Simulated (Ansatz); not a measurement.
# BrF2HOSi (SMILES O[Si](F)(F)Br): what the fields show

```xyz
6

Br    1.6931   -1.5028   -0.9626
F     1.0333    1.1034    0.6326
F    -0.7527   -0.7197    0.8199
O    -0.5311    0.6229   -1.4800
Si    0.2654   -0.0274   -0.2148
H    -1.2014    1.2967   -1.3084
```

Geometry: B3LYP-D3(BJ)/def2-SVP.

Theory: isolated molecule in a Gaussian basis; Kohn-Sham density functional theory, functional PBE0 (Ansatz 0.2.0).

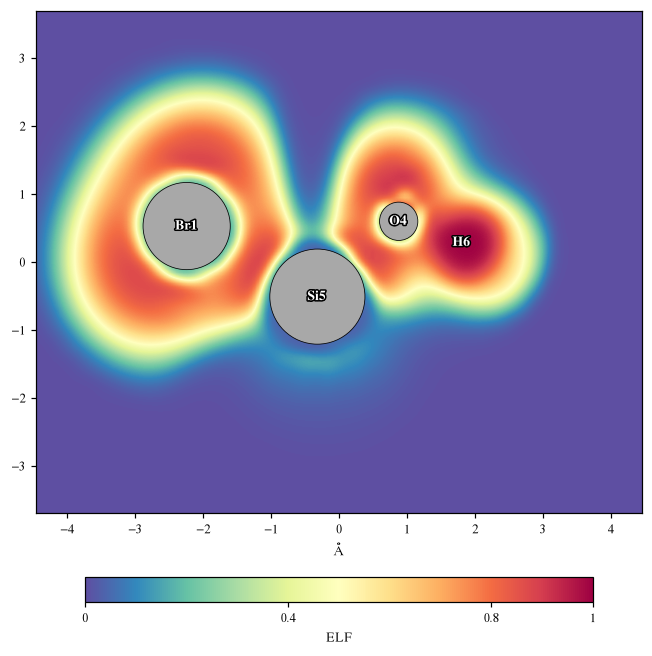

Figure 1. ELF on the plane of atoms Si5, O4 and H6. Grey discs cover the atomic cores.

**Read the bonding off the picture.**

- The plane passes through Br, O, Si and H nuclei.
- Si–O (1.63 Å): the ELF peaks at about 0.85 between the atoms (a polar covalent bond).
- Si–Br (2.19 Å): the ELF peaks at about 0.90 between the atoms (a shared but strongly polarised pair).
- O–H (0.97 Å): the ELF climbs to about 1 towards the hydrogen, as it does in any bond to H; a covalent bond by its length.
- The ELF also peaks beside Br1 and O4, away from the bonds: lone-pair regions.

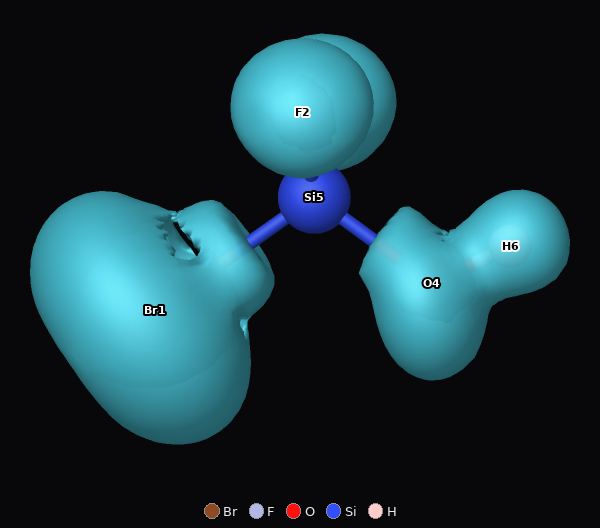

Figure 2. Isosurface of the electron localisation function at 0.75 (cyan), seen across its widest extent. Core shells and regions of very low density are left out.

**Identify the bonds, lone pairs and shells in this picture.**

The ELF exceeds this value in one region on Br in which the atom's valence shell and bonds are merged, two regions wrapped around F (its lone pairs, merged into a ring or cap) and one joined region spread over several atoms (H, O), in which their bonds and any lone pairs are merged.


Si–F (1.61 Å): the ELF peaks at about 0.85 in the valence shell of F, 0.6 Å from its nucleus, and is about 0.55 at the midpoint.

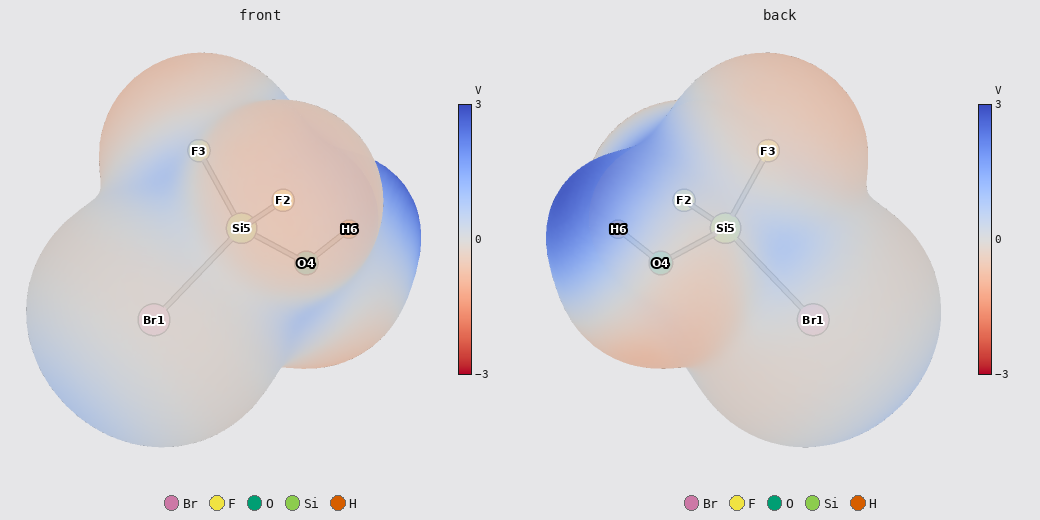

Figure 3. The electrostatic potential painted on the density surface at 0.001 e/bohr³, seen from the front and from behind; red is negative and blue positive.

**Describe the electrostatic potential map.**

The most negative region (about −0.7 V) lies over O4, the most positive (about +2.6 V) over H6. Br1 shows a σ-hole: about +0.6 V at the tip opposite its bond, against about −0.1 V on its flanks.

**What dipole moment does the calculation give?**

Its dipole moment is 1.49 D.
